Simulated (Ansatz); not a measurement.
Band structure of NiAgSe2 (R3m, 4 atoms in the cell).

```yaml
crystal:
  lattice:
    - [1.82065, 1.05115, 6.92032]
    - [-1.82065, 1.05115, 6.92032]
    - [0.00000, -2.10231, 6.92032]
  atoms:
    - { symbol: Ni, position: [0.00286, 0.00286, 0.00286] }
    - { symbol: Ag, position: [0.85108, 0.85108, 0.85108] }
    - { symbol: Se, position: [0.72768, 0.72768, 0.72768] }
    - { symbol: Se, position: [0.27439, 0.27439, 0.27439] }
```

Method of the run: PBEsol, PAW files made with PBE (plane waves; Ansatz, a first-principles code).

Settings: kpoints.mp_grid.grid = 7 7 7; hamiltonian.xc = pbesol; hamiltonian.pseudopotentials = {kind: paw} (the program's default PAW files); scf.occupations.method = gaussian; scf.occupations.width = 0.1 eV; kpoints.band_path.path = [[0.0, 0.0, 0.0], [0.5, 0.0, 0.0], [0.5, 0.18204778, -0.18204778]]; kpoints.band_path.npoints = 8.

The starting cell comes from a database of computed structures (which also holds hypothetical and non-ambient phases and stackings), without a prior relaxation at this level. Spin polarisation is off; with an odd number of electrons in the cell that forces a metal, and a magnetic state may lie lower.

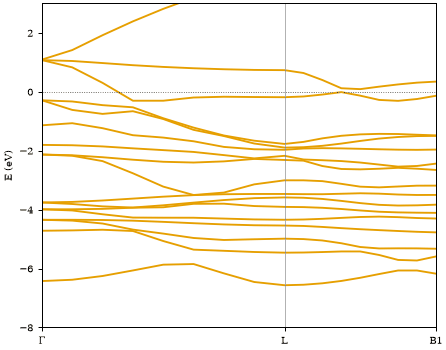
*Bands along the path, energies from the Fermi level.*

Levels in eV from the Fermi level, bands 32 to 39:
```
point     32     33     34     35    36    37    38    39
-----  -----  -----  -----  -----  ----  ----  ----  ----
Γ      -1.14  -0.29  -0.29   1.08  1.08  1.09  4.77  6.45
L      -1.97  -1.89  -1.77  -0.18  0.74  3.47  4.20  4.60
B1     -1.96  -1.50  -1.48  -0.13  0.35  3.04  3.75  5.41
```

Bands cross the Fermi level along this path, so the cell is metallic at this level.

Keys are those of Ansatz 0.2.
